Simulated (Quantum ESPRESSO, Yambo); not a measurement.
**A GW run on PbSe (Clausthalite) in Yambo, with inputs changed**

Aim: change inputs of a GW run on PbSe (Clausthalite) and see what moves.

Method: PBE and many-body steps on it, plane waves, in Yambo 5.3.0.

### Step 1. The starting structure

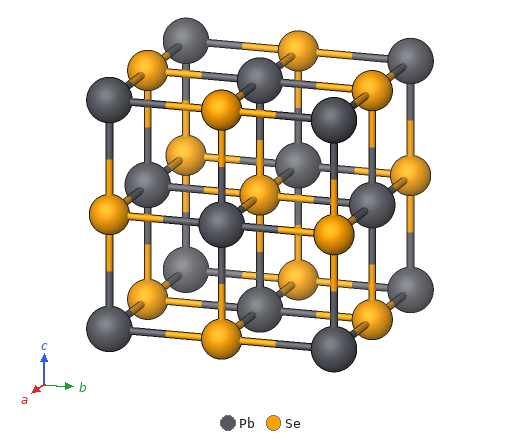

The starting structure, seen slightly off an axis (lead dark grey, selenium orange). This picture shows the conventional cell, with its axes. Some periodic images of atoms are drawn too.

As a file:

```
Pb Se
1.0
     0.00000    3.06065    3.06065
     3.06065    0.00000    3.06065
     3.06065    3.06065    0.00000
Pb Se
1 1
Direct
  0.00000 0.00000 0.00000
  0.50000 0.50000 0.50000
```

The cell and positions come from the Crystallography Open Database and are kept as given unless a step says otherwise. Spin-orbit coupling is left out unless a step names it.

### Step 2. Base

This step: Yambo 5.3.0; G0W0 on PBE, plane waves, norm-conserving pseudopotentials.

G0W0 replaces the xc potential by the self-energy, built once from these orbitals. Only a window of levels is corrected, while the sums run over the empty bands that the input names.

File gw2.in:

```
HF_and_locXC
gw0
dyson
ppa
em1d
rim_cut
RandQpts= 1000000
RandGvec= 1 RL
EXXRLvcs= 78 Ry
VXCRLvcs= 312 Ry
Chimod= "HARTREE"
% BndsRnXp
 1 | 165 |
%
NGsBlkXp= 10.5 Ry
% LongDrXp
 1 | 1 | 1 |
%
% GbndRnge
 1 | 165 |
%
DysSolver= "n"
ExtendOut
PPAPntXp= 27.21138 eV
% QPkrange
 3 | 3 | 14 | 17 |
 1 | 1 | 14 | 17 |
%
```

Run with:

```
> OMP_NUM_THREADS=1 mpirun -n 4 yambo -F gw2.in -J gw2 -C gw2 > gw2.log
```

What it wrote:

```text
 Yambo, version 5.3.0

 [02] CORE Variables Setup
 =========================

  [... cell, symmetries and grids as in the set-up ...]

  [02.05] Energies & Occupations
  ==============================

  [X] === General ===
  [X] Electronic Temperature                        :  0.000000  0.000000 [eV K]
  [X] Bosonic    Temperature                        :  0.000000  0.000000 [eV K]
  [X] Finite Temperature mode                       : no
  [X] El. density                                   :  0.52318E+24 [cm-3]
  [X] Fermi Level                                   :  9.490181 [eV]

  [X] === Gaps and Widths ===
  [X] Conduction Band Min                           :  0.297358 [eV]
  [X] Valence Band Max                              :  0.000000 [eV]
  [X] Filled Bands                                  :  15
  [X] Empty Bands                                   :    16   383
  [X] Direct Gap                                    :  0.297358 [eV]
  [X] Direct Gap localized at k                     :  3
  [X] Indirect Gap                                  :  0.297358 [eV]
  [X] Indirect Gap between kpts                     :  3  3
  [X] Last valence band width                       :  3.228433 [eV]
  [X] 1st conduction band width                     :  4.417936 [eV]

 [03] Transferred momenta grid and indexing
 ==========================================

 IBZ Q-points                                      :   8
 BZ  Q-points                                      :   64

 K/Q-points units:
 rlu = crystal or reduced units; cc = cartesian coordinates; iku = interal k-units

 Q [1]          [rlu]:  0.000000  0.000000  0.000000
 Q [2]          [rlu]: -0.51579E-17 -0.51579E-17  0.25000
 Q [3]          [rlu]:  0.10316E-16  0.10316E-16 -0.50000
 Q [4]          [rlu]:  0.93036E-17  0.25000      0.25000
 Q [5]          [rlu]:  0.22598E-16  0.25000      0.50000
 Q [6]          [rlu]:  0.10316E-16  0.25000     -0.25000
 Q [7]          [rlu]: -0.18607E-16 -0.50000     -0.50000
 Q [8]          [rlu]:  0.250000 -0.500000 -0.250000

 [04] Coloumb potential Random Integration (RIM)
 ===============================================

  [04.01] RIM initialization
  ==========================

  * Diagonal components only detected *

  8 x (sBL volume)        :  0.080128 [a.u.]
  sBZ random points       :  1000000
  Points outside the sBZ  :   7987327
  RL volume               :  0.641021 [a.u.]
  Integrated volume       :  0.642038 [a.u.]

  [04.02] RIM integrals
  =====================

  Gamma point sphere radius             :  0.078201 [a.u.]
  Points outside the sphere             :   799513
  [Int_sBZ(q=0) 1/q^2]*(Vol_sBZ)^(-1/3) =:  7.764325
                                 should be <:  7.795600

  Summary of Coulomb integrals for non-metallic bands |Q|[au] RIM/Bare

  Q [1] 0.100000E-4 0.995988 * Q [2] 0.235200 1.066323
  Q [4] 0.271586 1.065367 * Q [6] 0.384081 1.027419
  Q [5] 0.450374 1.020609 * Q [3] 0.470401 1.018019
  Q [7] 0.543172 1.014680 * Q [8] 0.607285 1.011727

 [WARNING] [Xp] User bands 1-165 break level degeneracy

 [05] Dipoles
 ============

  [05.01] Setup: observables and procedures
  =========================================

 [06] Dynamic Dielectric Matrix (PPA)
 ====================================

 [WR./gw2//ndb.pp]---------------------------------------------------------------
  Brillouin Zone Q/K grids (IBZ/BZ)                :    8   64    8   64
  RL vectors                                       :   5577 [WF]
  Coulomb cutoff potential                         : none
  Electronic Temperature                           :  0.000000 [K]
  Bosonic    Temperature                           :  0.000000 [K]
  PPA    diel. fun.  energies                      : Perdew, Burke & Ernzerhof(X)+Perdew, Burke & Ernzerhof(C)
  wavefunctions                                    : Perdew, Burke & Ernzerhof(X)+Perdew, Burke & Ernzerhof(C)
  Global Gauge                                     : length
  X matrix size                                    :  229
  X band range                                     :    1  165
  X e/h energy range                               : -1.000000 -1.000000 [eV]
  X Time ordering                                  : R
  X Hxc Kernel                                     : HARTREE
  X Drude frequency                                :  0.000000  0.000000
  X poles                                          :  100.0000 [o/o]
  RL vectors in the sum                            :   5577
  [r,Vnl] included                                 : yes
  Field direction                                  :  0.577350E-5  0.577350E-5  0.577350E-5
  BZ energy Double Grid                            : no
  BZ energy DbGd points                            : 0
  BZ Q point size factor                           : -1.000000
  X Optical Averaged directions                    : none

 [07] Local Exchange-Correlation + Non-Local Fock
 ================================================

 [VXC] Plane waves :   35845
 [EXS] Plane waves :   4621

 QP @ state[ 1 ] K range:  1  1
 QP @ state[ 1 ] b range:  14  17
 QP @ state[ 2 ] K range:  3  3
 QP @ state[ 2 ] b range:  14  17

 [xc] Functional : Perdew, Burke & Ernzerhof(X)+Perdew, Burke & Ernzerhof(C)
 [xc] LIBXC used to calculate xc functional
  PP Number of Atomic Species                      :  2
  NLCC RL compoments                               :   35845
  PP Number of Atomic Species                      :  2
  NLCC RL compoments                               :   35845

 [xc] E_xc :  -19.08799 [Ha]
      E_xc :  -38.17599 [Ry]

  Local XC kind (lXC) : Perdew, Burke & Ernzerhof(X)+Perdew, Burke & Ernzerhof(C)
  Non-Local XC kind (nlXC) : Hartree-Fock

  Corrections @ K [1] :  [eV]
 <14|nlXC|14> = -16.43774 -0.37849E-18 <14|lXC|14> = -12.86988  0.23602E-16
 <15|nlXC|15> = -16.43782 -0.13833E-16 <15|lXC|15> = -12.86988 -0.18074E-22
 <16|nlXC|16> = -7.696188  0.14896E-17 <16|lXC|16> = -11.27096  0.14141E-22
 <17|nlXC|17> = -7.696511  0.22392E-18 <17|lXC|17> = -11.27096 -0.50010E-22

  Corrections @ K [3] :  [eV]
 <14|nlXC|14> = -16.47740  0.62012E-17 <14|lXC|14> = -13.26468 -0.28323E-15
 <15|nlXC|15> = -15.67750 -0.85438E-17 <15|lXC|15> = -13.74334  0.14659E-15
 <16|nlXC|16> = -7.482055 -0.13689E-17 <16|lXC|16> = -9.980298 -0.14161E-15
 <17|nlXC|17> = -7.550706 -0.30061E-17 <17|lXC|17> = -10.23808 -0.11801E-15

 [08] Dyson equation: Newton solver
 ==================================

  [08.01] G0W0 (W PPA)
  ====================

  [  GW  ] Bands range     :    1  165
  [GW/PPA] G damping       :  0.100000 [eV]

  QP @ state[ 1 ] K range:  1  1
  QP @ state[ 1 ] b range:  14  17
  QP @ state[ 2 ] K range:  3  3
  QP @ state[ 2 ] b range:  14  17

   Sc/G bands                                       :    1  165
   Sc/G damping                                     :  0.100000 ev
   Sc bands terminator                              : no
   Sx RL components                                 :   4621

   QP @ state[ 1 ] K range                          :  1  1
   QP @ state[ 1 ] b range                          :  14  17
   QP @ state[ 2 ] K range                          :  3  3
   QP @ state[ 2 ] b range                          :  14  17
   GF energies kind                                 : Perdew, Burke & Ernzerhof(X)+Perdew, Burke & Ernzerhof(C)
   GF WF`s kind                                     : Perdew, Burke & Ernzerhof(X)+Perdew, Burke & Ernzerhof(C)
   Xs energies kind                                 : Perdew, Burke & Ernzerhof(X)+Perdew, Burke & Ernzerhof(C)
   Xs WF`s kind                                     : Perdew, Burke & Ernzerhof(X)+Perdew, Burke & Ernzerhof(C)

 [11] Game Over & Game summary
```

The job ended after 2.1 min (4 MPI ranks of Arm Neoverse V1, shared host; peak memory 1.7 GiB).

Numbers from this step:

```
G0W0 gap on the points computed              : 0.7300 eV
starting gap on the mesh                     : 0.2974 eV
k of the valence top                         : 0, 0, -0.5
k of the conduction bottom                   : 0, 0, -0.5
least direct G0W0 gap on the computed points : 0.7300 eV
Z at the valence top                         : 0.7943
Z at the conduction bottom                   : 0.8087
```

The gap on the mesh goes from 0.30 eV to 0.73 eV, a correction of +0.43 eV.

### Step 3. Field direction

gw7.in, as its differences from gw2.in of step 2:

```diff
@@ -16,3 +16,3 @@
 % LongDrXp
- 1 | 1 | 1 |
+ 1 | 0 | 0 |
 %
```

Run with:

```
> OMP_NUM_THREADS=1 mpirun -n 4 yambo -F gw7.in -J gw7 -C gw7 > gw7.log
```

What it wrote:

```text
 Yambo, version 5.3.0

 [02] CORE Variables Setup
 =========================

  [... cell, symmetries and grids as in the set-up ...]

  [02.05] Energies & Occupations
  ==============================

  [X] === General ===
  [X] Electronic Temperature                        :  0.000000  0.000000 [eV K]
  [X] Bosonic    Temperature                        :  0.000000  0.000000 [eV K]
  [X] Finite Temperature mode                       : no
  [X] El. density                                   :  0.52318E+24 [cm-3]
  [X] Fermi Level                                   :  9.490181 [eV]

  [X] === Gaps and Widths ===
  [X] Conduction Band Min                           :  0.297358 [eV]
  [X] Valence Band Max                              :  0.000000 [eV]
  [X] Filled Bands                                  :  15
  [X] Empty Bands                                   :    16   383
  [X] Direct Gap                                    :  0.297358 [eV]
  [X] Direct Gap localized at k                     :  3
  [X] Indirect Gap                                  :  0.297358 [eV]
  [X] Indirect Gap between kpts                     :  3  3
  [X] Last valence band width                       :  3.228433 [eV]
  [X] 1st conduction band width                     :  4.417936 [eV]

 [03] Transferred momenta grid and indexing
 ==========================================

 IBZ Q-points                                      :   8
 BZ  Q-points                                      :   64

 K/Q-points units:
 rlu = crystal or reduced units; cc = cartesian coordinates; iku = interal k-units

 Q [1]          [rlu]:  0.000000  0.000000  0.000000
 Q [2]          [rlu]: -0.51579E-17 -0.51579E-17  0.25000
 Q [3]          [rlu]:  0.10316E-16  0.10316E-16 -0.50000
[...]
NLCC RL compoments                               :   35845
  PP Number of Atomic Species                      :  2
  NLCC RL compoments                               :   35845

 [xc] E_xc :  -19.08799 [Ha]
      E_xc :  -38.17599 [Ry]

  Local XC kind (lXC) : Perdew, Burke & Ernzerhof(X)+Perdew, Burke & Ernzerhof(C)
  Non-Local XC kind (nlXC) : Hartree-Fock

  Corrections @ K [1] :  [eV]
 <14|nlXC|14> = -16.43774 -0.37849E-18 <14|lXC|14> = -12.86988  0.23602E-16
 <15|nlXC|15> = -16.43782 -0.13833E-16 <15|lXC|15> = -12.86988 -0.18074E-22
 <16|nlXC|16> = -7.696188  0.14896E-17 <16|lXC|16> = -11.27096  0.14141E-22
[...]
Corrections @ K [3] :  [eV]
[...]
<16|nlXC|16> = -7.482055 -0.13689E-17 <16|lXC|16> = -9.980298 -0.14161E-15
 <17|nlXC|17> = -7.550706 -0.30061E-17 <17|lXC|17> = -10.23808 -0.11801E-15

 [08] Dyson equation: Newton solver
 ==================================

  [08.01] G0W0 (W PPA)
  ====================

  [  GW  ] Bands range     :    1  165
  [GW/PPA] G damping       :  0.100000 [eV]

  QP @ state[ 1 ] K range:  1  1
  QP @ state[ 1 ] b range:  14  17
  QP @ state[ 2 ] K range:  3  3
  QP @ state[ 2 ] b range:  14  17

   Sc/G bands                                       :    1  165
   Sc/G damping                                     :  0.100000 ev
   Sc bands terminator                              : no
   Sx RL components                                 :   4621

   QP @ state[ 1 ] K range                          :  1  1
   QP @ state[ 1 ] b range                          :  14  17
   QP @ state[ 2 ] K range                          :  3  3
   QP @ state[ 2 ] b range                          :  14  17
   GF energies kind                                 : Perdew, Burke & Ernzerhof(X)+Perdew, Burke & Ernzerhof(C)
   GF WF`s kind                                     : Perdew, Burke & Ernzerhof(X)+Perdew, Burke & Ernzerhof(C)
   Xs energies kind                                 : Perdew, Burke & Ernzerhof(X)+Perdew, Burke & Ernzerhof(C)
   Xs WF`s kind                                     : Perdew, Burke & Ernzerhof(X)+Perdew, Burke & Ernzerhof(C)

 [11] Game Over & Game summary
```

Elapsed: 2.1 min, on 4 MPI ranks; peak memory 1.7 GiB.

This step gave:

- G0W0 gap on the points computed: 0.7300 eV
- starting gap on the mesh: 0.2974 eV
- k of the valence top: 0, 0, -0.5
- k of the conduction bottom: 0, 0, -0.5
- least direct G0W0 gap on the computed points: 0.7300 eV
- Z at the valence top: 0.7943
- Z at the conduction bottom: 0.8087

Against G0W0 in Yambo (4×4×4 mesh, 165 bands, screening to 142.9 eV, Godby-Needs plasmon pole), the gap moves by +0.000 eV.

### Step 4. Cutoff typed in the wrong unit

gw8.in, as its differences from gw7.in of step 3:

```diff
@@ -14,5 +14,5 @@
 %
-NGsBlkXp= 10.5 Ry
+NGsBlkXp= 10.5 mRy
 % LongDrXp
- 1 | 0 | 0 |
+ 1 | 1 | 1 |
 %
```

Run with:

```
> OMP_NUM_THREADS=1 mpirun -n 4 yambo -F gw8.in -J gw8 -C gw8 > gw8.log
```

What it wrote:

```text
 Yambo, version 5.3.0

 [02] CORE Variables Setup
 =========================

  [... cell, symmetries and grids as in the set-up ...]

  [02.05] Energies & Occupations
  ==============================

  [X] === General ===
  [X] Electronic Temperature                        :  0.000000  0.000000 [eV K]
  [X] Bosonic    Temperature                        :  0.000000  0.000000 [eV K]
  [X] Finite Temperature mode                       : no
  [X] El. density                                   :  0.52318E+24 [cm-3]
  [X] Fermi Level                                   :  9.490181 [eV]

  [X] === Gaps and Widths ===
  [X] Conduction Band Min                           :  0.297358 [eV]
  [X] Valence Band Max                              :  0.000000 [eV]
  [X] Filled Bands                                  :  15
  [X] Empty Bands                                   :    16   383
  [X] Direct Gap                                    :  0.297358 [eV]
  [X] Direct Gap localized at k                     :  3
  [X] Indirect Gap                                  :  0.297358 [eV]
  [X] Indirect Gap between kpts                     :  3  3
  [X] Last valence band width                       :  3.228433 [eV]
  [X] 1st conduction band width                     :  4.417936 [eV]

 [03] Transferred momenta grid and indexing
 ==========================================

 IBZ Q-points                                      :   8
 BZ  Q-points                                      :   64

 K/Q-points units:
 rlu = crystal or reduced units; cc = cartesian coordinates; iku = interal k-units

 Q [1]          [rlu]:  0.000000  0.000000  0.000000
 Q [2]          [rlu]: -0.51579E-17 -0.51579E-17  0.25000
 Q [3]          [rlu]:  0.10316E-16  0.10316E-16 -0.50000
[...]
NLCC RL compoments                               :   35845
  PP Number of Atomic Species                      :  2
  NLCC RL compoments                               :   35845

 [xc] E_xc :  -19.08799 [Ha]
      E_xc :  -38.17599 [Ry]

  Local XC kind (lXC) : Perdew, Burke & Ernzerhof(X)+Perdew, Burke & Ernzerhof(C)
  Non-Local XC kind (nlXC) : Hartree-Fock

  Corrections @ K [1] :  [eV]
 <14|nlXC|14> = -16.43774 -0.37849E-18 <14|lXC|14> = -12.86988  0.23602E-16
 <15|nlXC|15> = -16.43782 -0.13833E-16 <15|lXC|15> = -12.86988 -0.18074E-22
 <16|nlXC|16> = -7.696188  0.14896E-17 <16|lXC|16> = -11.27096  0.14141E-22
[...]
Corrections @ K [3] :  [eV]
[...]
<16|nlXC|16> = -7.482055 -0.13689E-17 <16|lXC|16> = -9.980298 -0.14161E-15
 <17|nlXC|17> = -7.550706 -0.30061E-17 <17|lXC|17> = -10.23808 -0.11801E-15

 [08] Dyson equation: Newton solver
 ==================================

  [08.01] G0W0 (W PPA)
  ====================

  [  GW  ] Bands range     :    1  165
  [GW/PPA] G damping       :  0.100000 [eV]

  QP @ state[ 1 ] K range:  1  1
  QP @ state[ 1 ] b range:  14  17
  QP @ state[ 2 ] K range:  3  3
  QP @ state[ 2 ] b range:  14  17

   Sc/G bands                                       :    1  165
   Sc/G damping                                     :  0.100000 ev
   Sc bands terminator                              : no
   Sx RL components                                 :   4621

   QP @ state[ 1 ] K range                          :  1  1
   QP @ state[ 1 ] b range                          :  14  17
   QP @ state[ 2 ] K range                          :  3  3
   QP @ state[ 2 ] b range                          :  14  17
   GF energies kind                                 : Perdew, Burke & Ernzerhof(X)+Perdew, Burke & Ernzerhof(C)
   GF WF`s kind                                     : Perdew, Burke & Ernzerhof(X)+Perdew, Burke & Ernzerhof(C)
   Xs energies kind                                 : Perdew, Burke & Ernzerhof(X)+Perdew, Burke & Ernzerhof(C)
   Xs WF`s kind                                     : Perdew, Burke & Ernzerhof(X)+Perdew, Burke & Ernzerhof(C)

 [11] Game Over & Game summary
```

It took 65 s on 4 MPI ranks; peak memory 1.7 GiB; 4.3 min of CPU time.

The run ended normally, though the input holds a fault or crude settings.

The fault put into this input: cutoff typed in the wrong unit. It printed a gap of 0.49 eV, an artefact of the input.

### Step 5. Side by side

Times are wall times on 4 MPI ranks of Arm Neoverse V1, shared host, good to a factor of about two.

```
            run   mesh  bands  screening cutoff (eV)  DFT gap (eV)  gap on the mesh (eV)  direct (eV)     time
           base  4×4×4    165                  142.9         0.297                 0.730        0.730  2.1 min
field direction  4×4×4    165                  142.9         0.297                 0.730        0.730  2.1 min
```

### Step 6. Summary of results

```json
{"base": "0.730 eV", "field direction": "0.730 eV", "known limits": "not at the basis limit; model gap, bands may invert with spin-orbit coupling; exchange with frozen shells missing; no spin-orbit coupling; coarse k mesh"}
```

**Reading.** Field direction: no change against base (keys changed: LongDrXp). Bands and cutoff are finite, so the gap is not at the basis limit. The miss can reach some tenths of an eV and take either sign; the mesh is an error of its own. In the G0W0 runs levels were corrected at 2 k points alone, so a gap called «on the mesh» is the least over those, and an edge elsewhere would be missed. The 4×4×4 mesh is coarse for this cell, which bears on the long-range parts of exchange and screening. Where an edge is built on 6p states of lead, bismuth or thallium, scalar-relativistic gaps usually stand too wide, by a few tenths to over one eV. With atoms this heavy and so narrow a gap, spin-orbit coupling can invert the bands. These scalar-relativistic gaps are then model values, not to be set against experiment, and a spin-orbit change taken from DFT can't simply be added. The norm-conserving file of at least one element keeps a d shell over frozen s and p shells of the same row. Exchange with those shells is missing from the self-energy, an error of 0.3 to 0.9 eV in cases checked, whose sign depends on which edge lies on those atoms.

[Paths, hosts, dates, memory and timing lines, banners, echoed tables and standing remarks are left out of the program output.]

[Logs are printed without paths, hosts, clocks, repeated set-up lines and the standing remarks that a program may print on its own settings, such as how far it seeks lower states.]

[Runs of the session that timed out or met a known fault of the program may be left out.]

[Hosts, paths, dates, database ids (printed as entryN), source tags and the programs' standing remarks are cut or masked in the printed files.]
